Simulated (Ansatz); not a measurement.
A series of calculations on SiH$_{6}$OF$_{2}$

### Relaxation

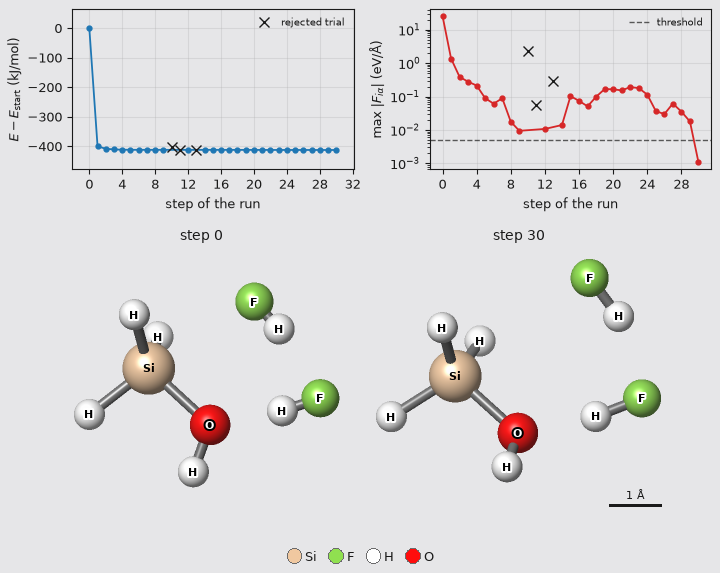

First and last geometry of a relaxation of SiH$_{6}$OF$_{2}$ (started from a transition state, displaced along its imaginary mode), with the history of the run. Style: ball-and-stick. Shown face on.

Computed with RKS PBE0-D4/def2-TZVP in Ansatz.

Input file:
```yaml
crystal:
  periodic: [false, false, false]
  atoms:
    - {symbol: Si, position_ang: [-0.677364, 0.611153, -0.700865]}
    - {symbol: F, position_ang: [0.349004, -1.577630, -0.593602]}
    - {symbol: H, position_ang: [-1.221146, 1.957438, -0.643829]}
    - {symbol: H, position_ang: [0.068390, 0.468799, -1.993313]}
    - {symbol: H, position_ang: [-1.826357, -0.346387, -0.613185]}
    - {symbol: H, position_ang: [0.935686, -0.495218, 1.222341]}
    - {symbol: O, position_ang: [0.297850, 0.641703, 0.651824]}
    - {symbol: H, position_ang: [0.658319, -1.539876, 0.051329]}
    - {symbol: F, position_ang: [1.251412, -1.161169, 1.451635]}
    - {symbol: H, position_ang: [0.164104, 1.441387, 1.167566]}
basis:
  gaussian: {orbitals: def2-TZVP}
hamiltonian: {xc: pbe0, dispersion: d4}
relax: {f_tol: 0.005, max_steps: 200}
```

> What do the curves and the structures tell?

It converged. After 27 accepted moves (30 points after the start) the energy has fallen by 412.3 kJ/mol. Largest force component: 26 eV/Å at the start, 0.0011 eV/Å at the end. The line search rejected the trial steps at points 10, 11, 13 of the run. The largest moves after the best rigid fit, 0.63 Å, are those of F2 and H10. By element the largest moves are F 0.63 Å, H 0.62 Å, Si 0.26 Å, O 0.25 Å. Near-neighbour distances that change, for instance: Si1–F2 2.420 → 3.252 Å, F2–H8 0.716 → 0.939 Å, H6–F9 0.772 → 0.963 Å, H6–O7 1.423 → 1.546 Å. Bond angles that change, for instance: H5–Si1–O7 114.4° → 105.3°, H3–Si1–O7 99.8° → 107.3°, Si1–O7–H10 111.7° → 117.0°. Groups turn about Si1–O7 by about 60°.

### Relaxation

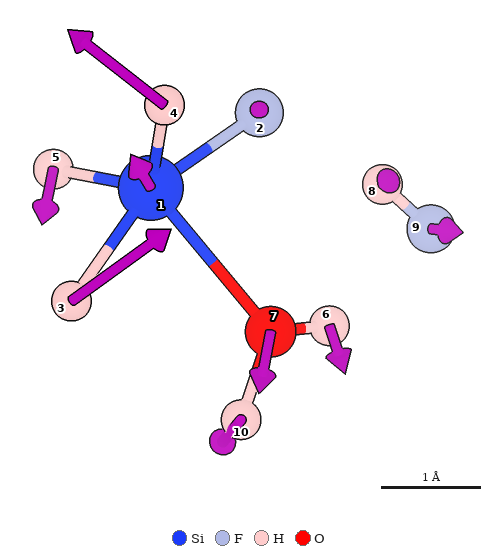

This is a relaxation of SiH$_{6}$OF$_{2}$ (started from a transition state, displaced along its imaginary mode). The starting structure is drawn; purple arrows show the displacements, at their true length. The two geometries are superimposed by the best rigid fit.

A ball-and-stick model, seen at a tilt.

Computed with RKS PBE0-D4/def2-TZVP (Ansatz 0.2.0).

Input
```yaml
crystal:
  periodic: [false, false, false]
  atoms:
    - {symbol: Si, position_ang: [-0.609393, 0.248719, -0.844379]}
    - {symbol: F, position_ang: [0.096147, -1.109658, -0.728671]}
    - {symbol: H, position_ang: [-1.060765, 1.737033, -0.561809]}
    - {symbol: H, position_ang: [0.039076, 0.550394, -2.147840]}
    - {symbol: H, position_ang: [-1.965618, -0.334012, -0.650011]}
    - {symbol: H, position_ang: [0.737496, 0.057415, 1.128441]}
    - {symbol: O, position_ang: [0.400244, 0.639636, 0.736762]}
    - {symbol: H, position_ang: [0.919086, -1.576469, 0.590459]}
    - {symbol: F, position_ang: [1.260273, -1.624490, 1.213079]}
    - {symbol: H, position_ang: [0.183352, 1.411633, 1.263869]}
basis:
  gaussian: {orbitals: def2-TZVP}
hamiltonian: {xc: pbe0, dispersion: d4}
relax: {f_tol: 0.005, max_steps: 200}
```

Atoms of which element are displaced furthest, and by how much?

Hydrogen: up to 1.47 Å, against 0.74 Å for oxygen.

Describe the change and its energy.

The largest move after the best rigid fit is that of H3, 1.47 Å. By element the largest moves are H 1.47 Å, O 0.74 Å, Si 0.49 Å, F 0.45 Å. Among the contacts that change: Si1–O7 1.916 → 2.902 Å, H8–F9 0.712 → 0.936 Å, H6–O7 0.779 → 0.966 Å, Si1–H3 1.581 → 1.473 Å. Bonds break: Si1–O7 (1.92 → 2.90 Å). Among the angles between lasting bonds that change: F2–Si1–H3 162.0° → 109.4°, H3–Si1–H5 94.9° → 114.3°, H4–Si1–H5 126.2° → 109.4°. Over 34 accepted moves (37 points after the start) the energy falls by 119.3 kcal/mol. Largest force component: 26 eV/Å at the start, 0.0034 eV/Å at the end. The line search rejected the trial steps at points 15, 21, 22 of the run. The forces were under the threshold at step 30, but the run went on from there. The run took of the order of 4 core-minutes on a shared host.

### Reaction

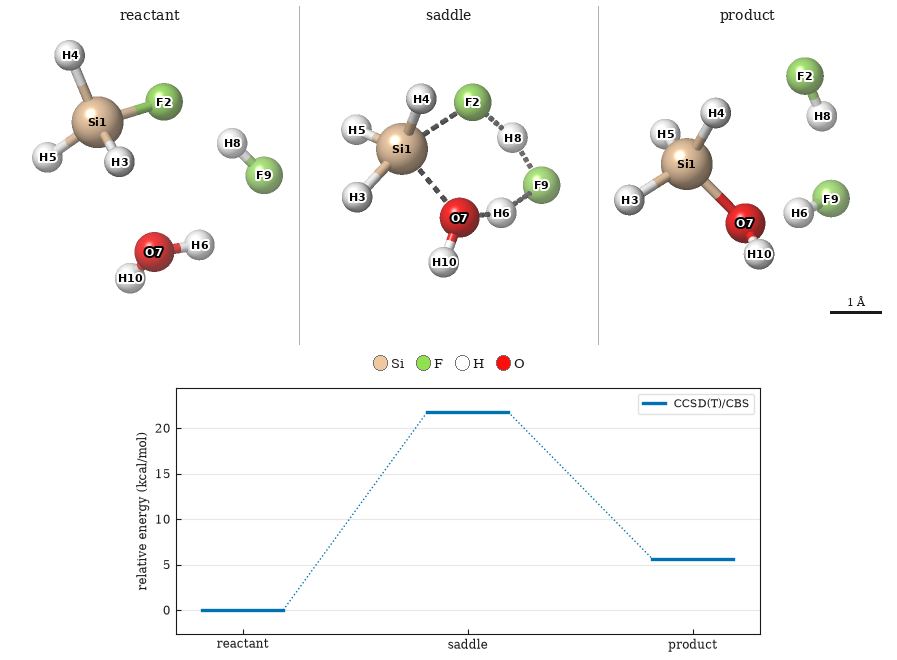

A reaction step of SiH$_{6}$OF$_{2}$, with its energy diagram. Style: ball-and-stick. Shown at a tilt. Dashed sticks mark bonds that form or break.

Stationary points at PBE0-D4/def2-TZVP, single-point energies with CCSD(T)/CBS (def2-TZVPP where no basis is named; Ansatz 0.2.0). The energies are electronic, without zero-point or thermal terms, and both ends are the minima reached downhill from the saddle, with any fragments still in contact. CCSD(T)/CBS stands for a frozen-core estimate: MP2 correlation extrapolated from def2-TZVPP and def2-QZVPP, CCSD(T) minus MP2 from the smaller set.

What happens, and what does it cost?

Answer. Counted by bonded pieces, the reactant holds HF + H₂O + SiH₃F and the product holds HF + HF + SiH₄O. From the reactant over the saddle to the product, bonds form: Si1–O7 (2.90 → 1.78 → 1.68 Å), F2–H8 (1.69 → 1.15 → 0.94 Å), H6–F9 (1.97 → 1.26 → 0.96 Å). Bonds break: Si1–F2 (1.63 → 1.98 → 3.25 Å), H6–O7 (0.97 → 1.10 → 1.55 Å), H8–F9 (0.94 → 1.13 → 1.66 Å). The saddle has one imaginary mode, 531i cm⁻¹. With CCSD(T)/CBS the barrier is 21.8 kcal/mol from the reactant and 16.1 kcal/mol from the product, and the product lies 5.6 kcal/mol above the reactant.
